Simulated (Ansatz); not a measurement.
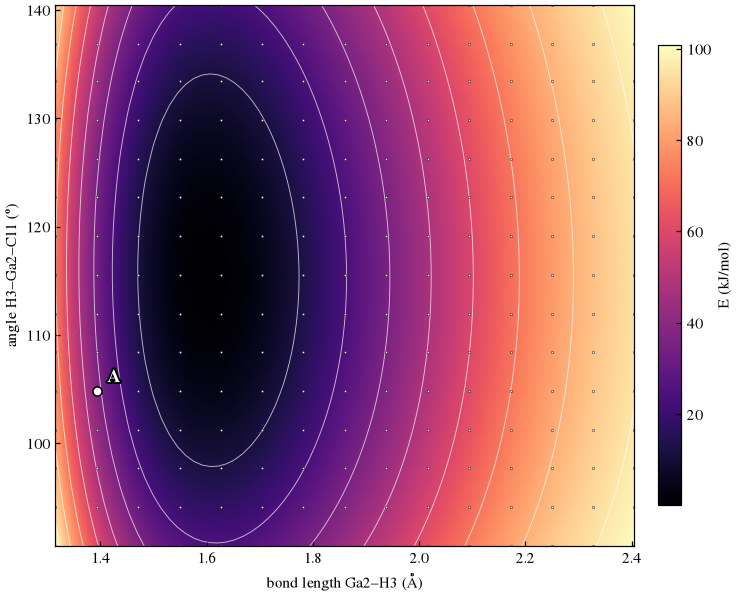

ClGaH, SMILES [Cl][GaH], spin multiplicity 2. Coordinates scanned: (1) bond length Ga2–H3; (2) angle H3–Ga2–Cl1. Nothing is relaxed (all other coordinates rigid). Grid: 15 × 15 points. All energies are given in kJ/mol relative to the relaxed molecule at the same level. All numbers below come from UKS PBE0-D4/def2-TZVP in Ansatz.

In the figure: a smooth colour map with a few white contour lines, dots at the grid points, the point A. Between grid points the surface is interpolated.

> Which way does the force act at A, and how strong is it?

A, at bond length Ga2–H3 = 1.393 Å, angle H3–Ga2–Cl1 = 104.8°, is not a stationary point. The computed force is 380 kJ/mol for each Å towards larger values of bond length Ga2–H3 and 0.92 kJ/mol for each degree towards larger values of angle H3–Ga2–Cl1.
